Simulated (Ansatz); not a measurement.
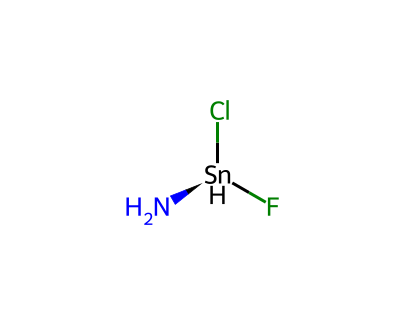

A structural formula.

**Give its SMILES.**

[NH2][Sn@H]([F])[Cl]

**What is the molecular formula?**

ClFH3NSn.

**An optimisation with PBE0-D4/def2-TZVP gave a structure of which point group?**

C1.

The parts below concern this one geometry. Atoms keep their numbers from picture to picture. Computed geometry: PBE0-D4/def2-TZVP optimisation.

Vibrations

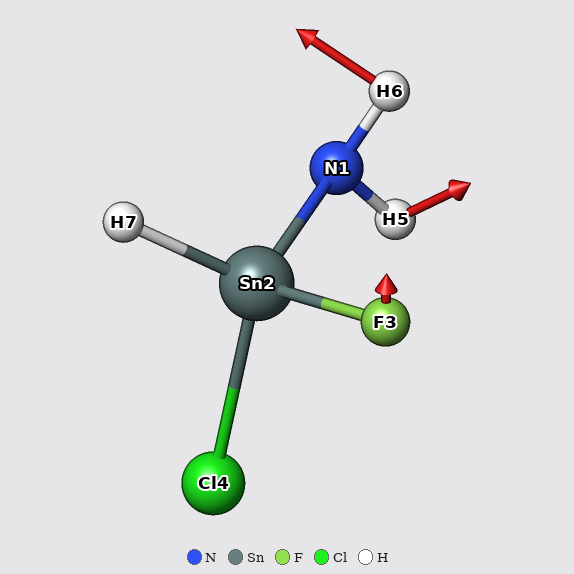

The arrows show one normal mode. Harmonic vibrations computed with RKS PBE0-D4/def2-TZVP, core potentials on Sn (Ansatz 0.2.0) at a stationary point of the same level.

**At what wavenumber does it lie?**

161 cm⁻¹; it is mode 3 of 15 counted from the lowest.

Thermal motion

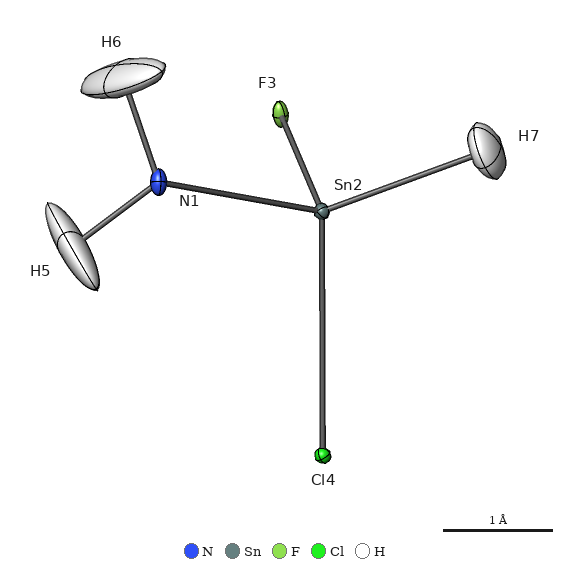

Displacement ellipsoids at the 50 % level, from the internal vibrations of the free molecule (harmonic, no overall translation or rotation; no half-axis is drawn under 0.075 Å). Vibrations computed with RKS PBE0-D4/def2-TZVP, core potentials on Sn (Ansatz 0.2.0). Temperature: 100 K.

**Which atom moves most?**

H6, with U_eq = 0.0628 Å².

**Does H6 move more along its bond or across it?**

Across it: the root-mean-square amplitude is 0.101 Å along the bond and up to 0.391 Å across, since bending and torsion are softer than stretching.

Give the displacement parameters, one line for each set of equivalent atoms.

| atom | U_eq (Å²) | rms amplitudes (Å) |
| --- | --- | --- |
| N1 | 0.0036 | 0.039, 0.055, 0.079 |
| Sn2 | 0.00023 | 0.013, 0.015, 0.017 |
| F3 | 0.0035 | 0.035, 0.049, 0.084 |
| Cl4 | 0.0011 | 0.022, 0.035, 0.041 |
| H5 | 0.0521 | 0.084, 0.161, 0.351 |
| H6 | 0.0628 | 0.091, 0.164, 0.391 |
| H7 | 0.0233 | 0.092, 0.169, 0.181 |

Charges

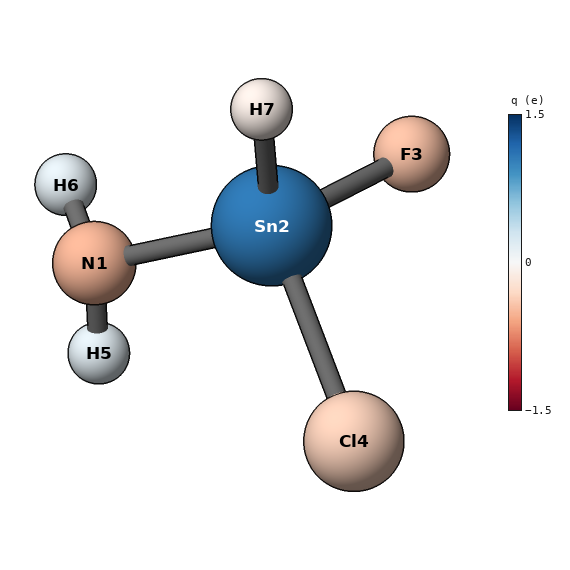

Atoms are coloured by their Mulliken charges. Properties computed with RKS PBE-D4/def2-TZVPP, core potentials on Sn (Ansatz 0.2.0).

List the Mulliken charges.

```csv
atom,value (e)
N1,−0.50
Sn2,1.07
F3,−0.44
Cl4,−0.35
H5,0.16
H6,0.15
H7,−0.09
```

Mulliken values depend strongly on the basis set and can even reverse the polarity of a bond.
